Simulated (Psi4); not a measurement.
**HSE06/6-31G(d) (spherical functions) run of SF6 (sulfur hexafluoride)**

Aim: the vertical singlet–triplet gap of SF6 (sulfur hexafluoride) at HSE06/6-31G* (spherical functions), from 2 runs. The job is set up through a QCSchema input.

Program for the calculation: Psi4 1.11.

2 further runs of the same task are left out: 2 set aside as unsound or not needed. Runs told in other sessions of the task aren't counted.

## Step 1: The structure to begin with

SF6: 7 atoms, total charge 0, spin state singlet. As SMILES, `FS(F)(F)(F)(F)F`. The shape is that of a PBE0-D4/def2-TZVP optimisation.

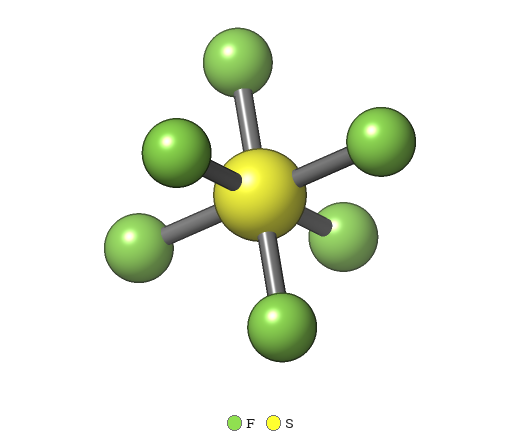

Viewed from a chosen angle; fluorine green, sulfur yellow.

## Step 2: The energy at HSE06/6-31G(d) (spherical functions)

Contents of job.json:

```json
{
  "schema_name": "qcschema_input",
  "schema_version": 1,
  "molecule": {
    "schema_name": "qcschema_molecule",
    "schema_version": 2,
    "symbols": ["F", "S", "F", "F", "F", "F", "F"],
    "geometry": [-1.06966058, -2.47249876, 1.22102764, 0.0, 0.0, 0.0, 2.20085063, 0.02367827, 1.97587874, -2.20077504, -0.02371606, -1.97597322, 1.06956609, 2.47257435, -1.22098984, -1.66156059, 1.62304797, 1.8312202, 1.66156059, -1.62308577, -1.83116351],
    "molecular_charge": 0,
    "molecular_multiplicity": 1,
    "fix_symmetry": "c1",
    "fix_com": true,
    "fix_orientation": true
  },
  "driver": "energy",
  "model": {
    "method": "hse06",
    "basis": "6-31G*"
  },
  "keywords": {
    "reference": "rks",
    "puream": true,
    "e_convergence": 1e-09,
    "d_convergence": 1e-08,
    "scf_type": "pk",
    "dft_radial_points": 99,
    "dft_spherical_points": 590,
    "scf_properties": ["MULLIKEN_CHARGES", "DIPOLE", "MAYER_INDICES"]
  }
}
```

Launch:

```bash
$ psi4 --qcschema job.json -n 1 --memory 2200MB
```

stdout:

```text
[...]
  Running in c1 symmetry.
[...]
  Nuclear repulsion =  565.564094729426415
[...]
  Multiplicity = 1
[...]
  Nalpha       = 35
  Nbeta        = 35
[...]
    Number of basis functions: 102
[...]
   @RKS iter   1:  -996.27516010911211    6.54379e-01   7.68966e-03 DIIS/ADIIS
[...]
   @RKS iter   9:  -996.47917912424964   -1.95541e-11   2.85496e-09 DIIS
[...]
    Orbital Energies [Eh]
    ---------------------
    Doubly Occupied:
       1A    -89.477254     2A    -24.830920     3A    -24.830897
       4A    -24.830896     5A    -24.830895     6A    -24.830836
       7A    -24.830834     8A     -8.379437     9A     -6.317869
      10A     -6.317869    11A     -6.317869    12A     -1.429641
      13A     -1.301621    14A     -1.301620    15A     -1.301618
      16A     -1.248222    17A     -1.248221    18A     -0.822351
      19A     -0.672824    20A     -0.672824    21A     -0.672823
      22A     -0.562208    23A     -0.562207    24A     -0.562206
      25A     -0.525614    26A     -0.525613    27A     -0.470428
      28A     -0.470428    29A     -0.470427    30A     -0.467426
      31A     -0.467425    32A     -0.467425    33A     -0.425433
      34A     -0.425432    35A     -0.425432
[...]
  @RKS Final Energy:  -996.47917912424964
   => Energetics <=
    Nuclear Repulsion Energy =            565.5640947294264151
    One-Electron Energy =               -2508.9420766498833473
    Two-Electron Energy =                1014.7019821193731559
    DFT Exchange-Correlation Energy =     -67.8031793231658924
    Empirical Dispersion Energy =           0.0000000000000000
    VV10 Nonlocal Energy =                  0.0000000000000000
    Total Energy =                       -996.4791791242496402
[...]
 Multipole Moments:
 ------------------------------------------------------------------------------------
     Multipole            Electronic (a.u.)      Nuclear  (a.u.)        Total (a.u.)
 ------------------------------------------------------------------------------------
 L = 1.  Multiply by 2.5417464519 to convert [e a0] to [Debye]
 Dipole X            :          0.0001815           -0.0001701            0.0000114
 Dipole Y            :         -0.0000093           -0.0000000           -0.0000093
 Dipole Z            :          0.0000006            0.0000001            0.0000007
 Magnitude           :                                                    0.0000148
[...]
  Mulliken Charges: (a.u.)
   Center  Symbol    Alpha    Beta     Spin     Total
       1     F     4.65047  4.65047  0.00000 -0.30093
       2     S     7.09720  7.09720  0.00000  1.80560
       3     F     4.65047  4.65047  0.00000 -0.30093
       4     F     4.65047  4.65047  0.00000 -0.30094
       5     F     4.65047  4.65047  0.00000 -0.30093
       6     F     4.65047  4.65047  0.00000 -0.30094
       7     F     4.65047  4.65047  0.00000 -0.30093
   Total alpha = 35.00000, Total beta = 35.00000, Total charge =  0.00000
  Mayer Bond Indices:
[...]
```

The result, in JSON:

```text
{
 "driver": "energy",
 "model": {
  "method": "hse06",
  "basis": "6-31G*"
 },
 "success": true,
 "return_result": -996.4791791242496,
 "properties": {
  "calcinfo_nbasis": 102,
  "calcinfo_nmo": 102,
  "calcinfo_nalpha": 35,
  "calcinfo_nbeta": 35,
  "calcinfo_natom": 7,
  "nuclear_repulsion_energy": 565.5640947294264,
  "return_energy": -996.4791791242496,
  "scf_one_electron_energy": -2508.9420766498833,
  "scf_two_electron_energy": 1014.7019821193732,
  "scf_xc_energy": -67.80317932316589,
  "scf_dipole_moment": [1.1426583515827815e-05, -9.32153580968098e-06, 7.019096914806511e-07],
  "scf_total_energy": -996.4791791242496,
  "scf_iterations": 9
 }
}
```

It took 33 s on 1 thread of Intel Xeon Platinum 8488C (Sapphire Rapids), shared host; peak memory 1 GiB.

## Step 3: The triplet: energy and gradient at UHSE06/6-31G(d) (spherical functions)

Contents of input.json:

```json
{
 "schema_name": "qcschema_input",
 "schema_version": 1,
 "molecule": {
  "schema_name": "qcschema_molecule",
  "schema_version": 2,
  "symbols": ["F", "S", "F", "F", "F", "F", "F"],
  "geometry": [-1.06966058, -2.47249876, 1.22102764, 0.0, 0.0, 0.0, 2.20085063, 0.02367827, 1.97587874, -2.20077504, -0.02371606, -1.97597322, 1.06956609, 2.47257435, -1.22098984, -1.66156059, 1.62304797, 1.8312202, 1.66156059, -1.62308577, -1.83116351],
  "molecular_charge": 0,
  "molecular_multiplicity": 3,
  "fix_symmetry": "c1",
  "fix_com": true,
  "fix_orientation": true
 },
 "driver": "gradient",
 "model": {
  "method": "hse06",
  "basis": "6-31G*"
 },
 "keywords": {
  "reference": "uks",
  "puream": true,
  "e_convergence": 1e-09,
  "d_convergence": 1e-08,
  "scf_type": "pk",
  "dft_radial_points": 99,
  "dft_spherical_points": 590,
  "maxiter": 100
 }
}
```

Launch:

```bash
$ psi4 --qcschema input.json -n 1 --memory 2200MB
```

stdout:

```text
[...]
  Running in c1 symmetry.
[...]
  Nuclear repulsion =  565.564094729426415
[...]
  Multiplicity = 3
[...]
  Nalpha       = 36
  Nbeta        = 34
[...]
    Number of basis functions: 102
[...]
   @UKS iter   1:  -996.02891652601761    9.00623e-01   6.14688e-03 DIIS/ADIIS
[...]
   @UKS iter  23:  -996.15531140481210   -1.47793e-12   9.08372e-09 DIIS
[...]
   @S^2 Observed:                2.005354242E+00
[...]
  @UKS Final Energy:  -996.15531140481210
   => Energetics <=
    Nuclear Repulsion Energy =            565.5640947294264151
    One-Electron Energy =               -2510.0641361911075364
    Two-Electron Energy =                1016.1906380840590600
    DFT Exchange-Correlation Energy =     -67.8459080271900632
    Empirical Dispersion Energy =           0.0000000000000000
    VV10 Nonlocal Energy =                  0.0000000000000000
    Total Energy =                       -996.1553114048120960
  UHF NO Occupations:
  HONO-2 :   34  A 1.9993641
  HONO-1 :   35  A 1.0000000
[...]
 Multipole Moments:
 ------------------------------------------------------------------------------------
     Multipole            Electronic (a.u.)      Nuclear  (a.u.)        Total (a.u.)
 ------------------------------------------------------------------------------------
 L = 1.  Multiply by 2.5417464519 to convert [e a0] to [Debye]
 Dipole X            :          0.0002190           -0.0001701            0.0000489
 Dipole Y            :         -0.0000551           -0.0000000           -0.0000551
 Dipole Z            :         -0.0000134            0.0000001           -0.0000133
 Magnitude           :                                                    0.0000748
[...]
  -Total Gradient:
     Atom            X                  Y                   Z
    ------   -----------------  -----------------  -----------------
       1        0.040019516066     0.092521564267    -0.045650755179
       2        0.000011573355    -0.000011303831    -0.000006424682
       3       -0.104148144113    -0.001126959367    -0.093478985154
       4        0.104145836350     0.001131121844     0.093479767406
       5       -0.040023102430    -0.092517587336     0.045651886561
       6        0.078595687425    -0.076745318945    -0.086632584845
       7       -0.078601385231     0.076748537567     0.086637139209
[...]
```

The result, in JSON:

```text
{
 "driver": "gradient",
 "model": {
  "method": "hse06",
  "basis": "6-31G*"
 },
 "success": true,
 "return_result": [0.04001951606574651, 0.09252156426697966, -0.04565075517873844, 1.1573355403900878e-05, -1.1303831194412044e-05, -6.4246815545400134e-06, -0.10414814411341979, -0.0011269593665065671, -0.09347898515359143, 0.10414583635042941, 0.001131121843729067, 0.0934797674061588, -0.04002310242952739, -0.09251758733601281, 0.04565188656149356, 0.07859568742521708, -0.07674531894526707, -0.08663258484521193, -0.07860138523121818, 0.07674853756695782, 0.08663713920947258],
 "properties": {
  "calcinfo_nbasis": 102,
  "calcinfo_nmo": 102,
  "calcinfo_nalpha": 36,
  "calcinfo_nbeta": 34,
  "calcinfo_natom": 7,
  "nuclear_repulsion_energy": 565.5640947294264,
  "return_energy": -996.1553114048121,
  "return_gradient": [0.04001951606574651, 0.09252156426697966, -0.04565075517873844, 1.1573355403900878e-05, -1.1303831194412044e-05, -6.4246815545400134e-06, -0.10414814411341979, -0.0011269593665065671, -0.09347898515359143, 0.10414583635042941, 0.001131121843729067, 0.0934797674061588, -0.04002310242952739, -0.09251758733601281, 0.04565188656149356, 0.07859568742521708, -0.07674531894526707, -0.08663258484521193, -0.07860138523121818, 0.07674853756695782, 0.08663713920947258],
  "scf_one_electron_energy": -2510.0641361911075,
  "scf_two_electron_energy": 1016.1906380840591,
  "scf_xc_energy": -67.84590802719006,
  "scf_dipole_moment": [4.8871074866285724e-05, -5.50951827115731e-05, -1.3328840963999777e-05],
  "scf_total_energy": -996.1553114048121,
  "scf_total_gradient": [0.04001951606574651, 0.09252156426697966, -0.04565075517873844, 1.1573355403900878e-05, -1.1303831194412044e-05, -6.4246815545400134e-06, -0.10414814411341979, -0.0011269593665065671, -0.09347898515359143, 0.10414583635042941, 0.001131121843729067, 0.0934797674061588, -0.04002310242952739, -0.09251758733601281, 0.04565188656149356, 0.07859568742521708, -0.07674531894526707, -0.08663258484521193, -0.07860138523121818, 0.07674853756695782, 0.08663713920947258],
  "scf_iterations": 23
 }
}
```

Run time: 1.8 min. Hardware: 1 thread of Intel Xeon Platinum 8488C (Sapphire Rapids), shared host; peak memory 1 GiB.

## Step 4: Summary of results

At HSE06/6-31G* (spherical functions):

| quantity | value |
| --- | --- |
| singlet: total energy | -996.47918 Eh |
| singlet: dipole moment | 0.00 D |
| singlet: HOMO energy | -11.58 eV |
| singlet: LUMO energy | -1.28 eV |
| singlet: HOMO–LUMO gap | 10.29 eV |
| triplet: total energy | -996.15531 Eh |
| triplet: dipole moment | 0.00 D |
| triplet: HOMO energy (highest over α and β) | -2.74 eV |
| triplet: ⟨S²⟩ | 2.005 |
| triplet: largest force on an atom | 7.197 eV/Å |
| vertical energy of the triplet above the singlet | 8.813 eV |

At this shape the triplet lies 8.81 eV (850 kJ/mol) above the singlet.
